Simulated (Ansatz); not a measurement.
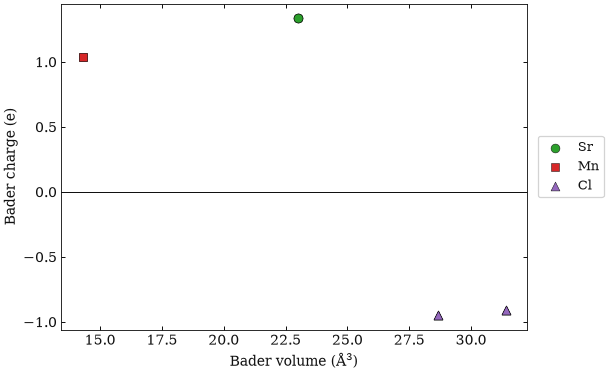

Bader charges of the atoms (positive: electrons lost), against the volumes of their basins.

Calculation on Sr₂MnCl₄, space group Pbam, 14 atoms in the cell, a structure borrowed from another compound.

Computed with Ansatz 0.2.0: DFT with r2SCAN, PAW plane waves, spin-polarised, 4×2×6 k mesh, Fermi-Dirac smearing of 0.1 eV.

Question: What are the charges by element?

Answer: The Bader charges are Sr +1.33 e, Mn +1.04 e and Cl −0.93 e. Summed over the cell, Sr gives up most (5.3 e) and Cl takes most (7.4 e).

Question: Which atoms take the most room?

Answer: Cl has the largest basins, 30.0 Å³ on average, and Mn the smallest, 14.3 Å³.

The structure was built from a prototype or by substitution, so it need not be a known phase. The atoms aren't at rest in this cell (largest force 0.6 eV/Å), so the relaxed material can differ.
